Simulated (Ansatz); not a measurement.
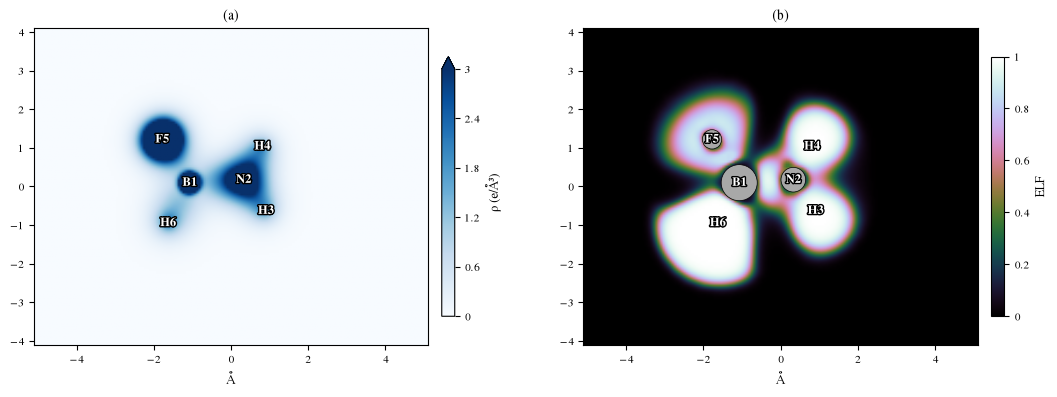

Figure 1: BFH₃N···H₄OSi. (a) electron density; (b) electron localisation function on the plane of atoms N2, B1 and F5. Grey discs cover the atomic cores in the ELF map.

These are results of RHF/6-31G* (Ansatz 0.2.0), not measurements.

Input

```
crystal:
  periodic: [false, false, false]
  atoms:
    - { symbol: B, position_ang: [0.264293, -0.379933, 0.287832] }
    - { symbol: "N", position_ang: [0.216213, -0.520456, 1.758512] }
    - { symbol: H, position_ang: [-0.511393, -1.05097, 2.187271] }
    - { symbol: H, position_ang: [1.0666, -0.521612, 2.281421] }
    - { symbol: F, position_ang: [1.409847, -0.025949, -0.267858] }
    - { symbol: H, position_ang: [-0.67455, -0.64787, -0.382019] }
    - { symbol: O, position_ang: [-0.553899, 2.081759, 0.633985] }
    - { symbol: Si, position_ang: [-1.880022, 3.010233, 0.328972] }
    - { symbol: H, position_ang: [-3.050995, 2.184097, -0.0353] }
    - { symbol: H, position_ang: [-2.247693, 3.810163, 1.518254] }
    - { symbol: H, position_ang: [-1.549223, 3.904285, -0.790798] }
    - { symbol: H, position_ang: [-0.487378, 1.607954, 1.479229] }
basis:
  gaussian: { orbitals: "6-31G*" }
hamiltonian:
  xc: hf
relax:
  f_tol: 0.03
  max_steps: 50
output:
  orbitals: {}
```

Command:

```sh
ansatz run input.yaml --threads 1 --pin off --max-ram 2048MiB --backend cpu --events-out ev --progress --plain --runs-dir out
```

The fields are those of the run's last geometry, not of the input's.

**Describe what can be read from this map.**

- The section cuts through B, N, H and F sites.
- N2···H6 (2.26 Å): the density falls to about 0.59 e/Å³ on the way; the ELF dips to about 0.20 between them.
- B–F (1.32 Å): ρ at the midpoint is about 2.2 e/Å³; the ELF peaks at about 0.85 between the atoms: a polar covalent bond.
- B–N (1.40 Å): ρ at the midpoint is about 2 e/Å³; the ELF peaks at about 0.95 between the atoms, as expected for a polar covalent bond.
- N–H (1.00 Å): ρ is about 2.9 e/Å³ halfway; the ELF climbs to about 1 towards the hydrogen, as it does in any bond to H; an ordinary covalent bond to hydrogen.
- B–H (1.19 Å): ρ at the midpoint is about 1.3 e/Å³; the ELF climbs to about 1 towards the hydrogen; a covalent bond by its length.
- The ELF also peaks beside F5, away from the bonds: lone-pair regions.
